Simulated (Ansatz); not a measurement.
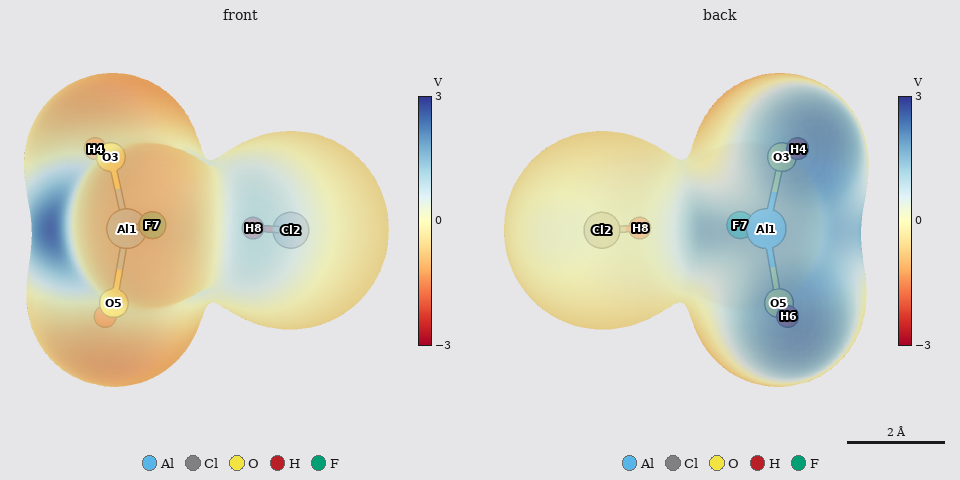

Figure 1: AlFH₂O₂···HCl. The molecular electrostatic potential painted on the density surface at 0.001 e/bohr³, seen from the front and from behind; red is negative and blue positive.

Not at a stationary point (largest force 1.2 eV/Å).

Method: RKS PBE0/def2-SVP (Ansatz 0.2.0).

```xyz
8

Al    0.0090    0.4350   -0.3990
Cl    0.0068    0.1713    3.0145
O     1.4951   -0.2256   -0.8385
H     1.6681   -1.0533   -1.2859
O    -1.5430   -0.1239   -0.7331
H    -1.8227   -0.9874   -1.0343
F     0.0878    1.9343    0.3543
H     0.0450    1.3468    2.3863
```

> Describe the electrostatic potential map.

The most negative region (about −1.3 V) lies over O3 and O5, the most positive (about +2.4 V) over Al1. Cl2 shows a σ-hole: about +0.2 V at the tip opposite its bond, against about −0.2 V on its flanks.
